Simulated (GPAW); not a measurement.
# AlH3S2O (SMILES [OH][Al]([SH])[SH]), run twice

Wanted: energy and one-electron properties of AlH3S2O, PBE/dzp (scalar-relativistic datasets).

The calculation is run with GPAW 26.7.0.

4 further runs of the same task are left out: 1 that didn't finish, 3 set aside as unsound or not needed.

**1. The molecule**

AlH3S2O has 7 atoms, charge 0, and is taken as a singlet. SMILES: `[OH][Al]([SH])[SH]`. The coordinates come from a PBE0-D4/def2-TZVP relaxation. This is one conformer, not always the lowest.

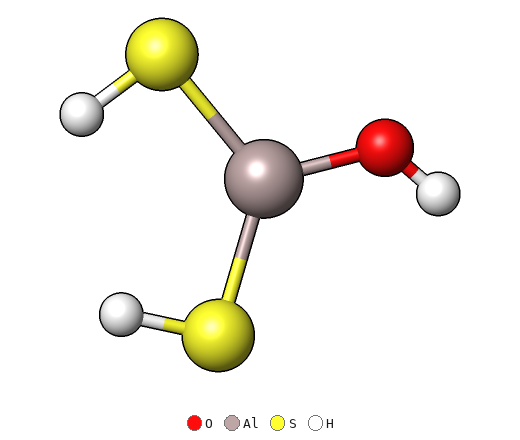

Viewed from a chosen angle; oxygen red, aluminium light grey, sulfur yellow, hydrogen white.

**2. The input as first written**

Contents of alh3os2.py:

```python
import numpy as np
from ase import Atoms
from ase.units import Debye
from gpaw import GPAW

# Set up the molecule
molecule = Atoms(['O', 'Al', 'S', 'S', 'H', 'H', 'H'],
    positions=[[ -1.985100,   0.181200,   0.466200],
               [ -0.338900,   0.027200,   0.141900],
               [  0.965600,   0.014800,   1.879700],
               [  0.363100,  -0.144100,  -1.916700],
               [ -2.678100,   0.202700,  -0.190400],
               [  2.078300,  -0.118200,   1.138300],
               [  1.656500,  -0.231700,  -1.564700]])
molecule.center(vacuum=4.5)

# DFT calculator
gpaw_calc = GPAW(mode='lcao', maxiter=58, xc='PBE2', h=0.2, basis='dzp', txt='-')
molecule.calc = gpaw_calc

energy = molecule.get_potential_energy()
print(f'Energy = {energy:.5f} eV')
forces = molecule.get_forces()
print('Forces (eV/Ang)')
for symbol, f in zip(molecule.symbols, forces):
    print(f'{symbol:2} {f[0]:9.4f} {f[1]:9.4f} {f[2]:9.4f}')
dipole = molecule.get_dipole_moment() / Debye
print(f'Dipole: {np.linalg.norm(dipole):.3f} D')
homo, lumo = gpaw_calc.get_homo_lumo()
print(f'HOMO: {homo:.3f} eV')
print(f'LUMO = {lumo:.3f} eV')
print(f'Gap = {lumo - homo:.3f} eV')
```

Started as:

```sh
$ python3 alh3os2.py
```

The program printed:

```text
__  _  _
 | _ |_)|_||  |
 |__||  | ||/\| - 26.7.0

units:  Angstrom and eV
cores:  1
OpenMP: False

Versions:
  Python: 3.12.14
  ASE:    3.29.0
  Numpy:  2.5.5
  Scipy:  1.18.1
  Libxc:  7.0.0

        _gpaw.cpython-312-aarch64-linux-gnu.so

Input parameters:
  mode=LCAO(),
  basis={'default': 'dzp'},
  h=0.2,
  maxiter=58,
  xc=XC(name='PBE2')
Traceback (most recent call last):
ValueError: not enough values to unpack (expected 2, got 1)

During handling of the above exception, another exception occurred:

NameError: Unknown functional: PBE2.
```

It took 0.54 s on 1 thread of Arm Neoverse V2, shared host; peak memory 0.095 GiB.

**3. What went wrong**

The input was rejected.

The log says `NameError: Unknown functional: PBE2.`. What is wrong: the input names a functional that the program doesn't know. To mend it: functional PBE in place of PBE2.

**4. Try two**

Contents of gs.py:

```python
import numpy as np
from ase import Atoms
from ase.units import Debye
from gpaw import GPAW

# Geometry
mol = Atoms(["O", "Al", "S", "S", "H", "H", "H"],
    positions=[[ -1.985100,   0.181200,   0.466200],
               [ -0.338900,   0.027200,   0.141900],
               [  0.965600,   0.014800,   1.879700],
               [  0.363100,  -0.144100,  -1.916700],
               [ -2.678100,   0.202700,  -0.190400],
               [  2.078300,  -0.118200,   1.138300],
               [  1.656500,  -0.231700,  -1.564700]])
mol.center(vacuum=4.5)

# GPAW settings
calculator = GPAW(mode="lcao", basis="dzp", h=0.2, xc="PBE", maxiter=100, txt="-")
mol.calc = calculator

energy = mol.get_potential_energy()
print(f"Energy                  {energy:.5f} eV")
forces = mol.get_forces()
print("Forces (eV/Ang)")
for symbol, f in zip(mol.symbols, forces):
    print(f'{symbol:2} {f[0]:9.4f} {f[1]:9.4f} {f[2]:9.4f}')
dipole = mol.get_dipole_moment() / Debye
print(f"Dipole: {np.linalg.norm(dipole):.3f} D")
homo, lumo = calculator.get_homo_lumo()
print(f"HOMO: {homo:.3f} eV")
print(f"LUMO                    {lumo:.3f} eV")
print(f"Gap = {lumo - homo:.3f} eV")
```

Started as:

```sh
$ python3 -u gs.py | tee gs.out
```

The program printed:

```text
[...]
Number of symmetries: 1
[...]
  Number of IBZ points: 1
[...]
basis functions: 67
Spin-components: 1 (collinear spins)
Bands:           19
[...]
  Valence electrons: 24.0
[...]
  Grid points: [68 48 64]
  Charge: 0.0  # |e|
[...]
    cutoffs:
[...]
occupation numbers:
  # Zero width
[...]
xc functional:
  name: PBE with 2 nearest neighbor stencil
[...]
|iter     |     time |      energy | eigst |  dens |
[...]
|iter:   1| 00:00:04 |  -31.506621 |      c|       |
[...]
|iter:   9| 00:00:08 |  -29.608113c|      c| -4.38c|
Converged in 9 steps
[...]
Energy contributions relative to reference atoms: (reference = -30396.985848)
Energy contributions:
  Kinetic:          39.870356
  Coulomb:         -39.158073
  Zero:              0.391150
  External:          0.000000
  Xc:              -30.711546
  Entropy:           0.000000
  Spinorbit:         0.000000
  ----------------------------
  Free energy:     -29.608113
  Extrapolated:    -29.608113
dipole moment: (0.098812, -0.021392, -0.238718)  # |e|*Ang
Fermi level: -3.450
Eigenvalues  # (at kpt = [0.000, 0.000, 0.000])
| band index |      eig [eV] | occ [0-2] |
|------------|---------------|-----------|
|          0 |       -24.358 |     2.000 |
|        ... |               |           |
|          4 |       -10.336 |     2.000 |
|          5 |        -9.992 |     2.000 |
|          6 |        -8.892 |     2.000 |
|          7 |        -7.875 |     2.000 |
|          8 |        -7.712 |     2.000 |
|          9 |        -7.182 |     2.000 |
|         10 |        -6.497 |     2.000 |
|         11 |        -6.143 |     2.000 |
|         12 |        -0.756 |     0.000 |
|         13 |        -0.633 |     0.000 |
[...]
Gap: 5.387 eV
Transition (v -> c):
[...]
Forces (eV/Ang)
O     0.0129    0.0660    1.1410
Al    0.6340   -0.0651   -0.2445
S    -0.3968    0.0523    0.7333
S    -0.5891    0.0288   -0.5477
H    -0.8891    0.0349   -0.8887
H     0.5495   -0.0674   -0.4061
H     0.6838   -0.0474    0.2113
Dipole: 1.245 D
HOMO: -6.143 eV
LUMO                    -0.756 eV
Gap = 5.387 eV
```

Wall time 8 s (1 thread of Arm Neoverse V2, shared host); peak memory 0.55 GiB.

**5. Outcome**

At PBE/dzp (scalar-relativistic datasets):

| quantity | value |
| --- | --- |
| energy as printed (from the program's reference atoms) | -29.6081 eV |
| dipole moment | 1.25 D |
| HOMO energy | -6.14 eV |
| LUMO energy | -0.76 eV |
| HOMO–LUMO gap | 5.39 eV |
